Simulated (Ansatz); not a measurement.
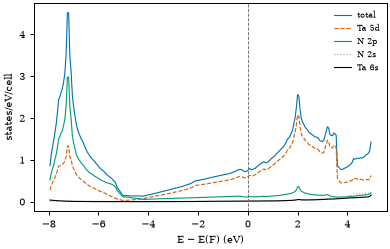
Total and projected density of states of TaN (rock salt, Fm-3m), DFT-r²SCAN in the program Ansatz with PAW potentials

Q: Which orbitals carry the states next to the Fermi level?

A: Within 0.5 eV of the Fermi level: Ta 5d 79 %, N 2p 15 %. Projections are on Löwdin-orthogonalised atomic valence shells; empty p or d shells of many metals are not among them.

Q: Where is the tallest occupied peak in this window, and what makes it?

A: Near -7.2 eV, about 4.5 states/eV per cell; the largest projected share is N 2p.

This is a known high-temperature phase of the composition, computed here at zero pressure and temperature. The cell was relaxed with r²SCAN under the symmetry of its start; its stability against distortions is not shown here. No spin polarisation was allowed. Scalar-relativistic: spin–orbit coupling is off unless named, which matters more the heavier the elements.

Potentials: the earlier of the program's two PAW sets. The files were generated under PBE; for other functionals the program regenerates the frozen cores, and for LDA and PBEsol the local potential too.
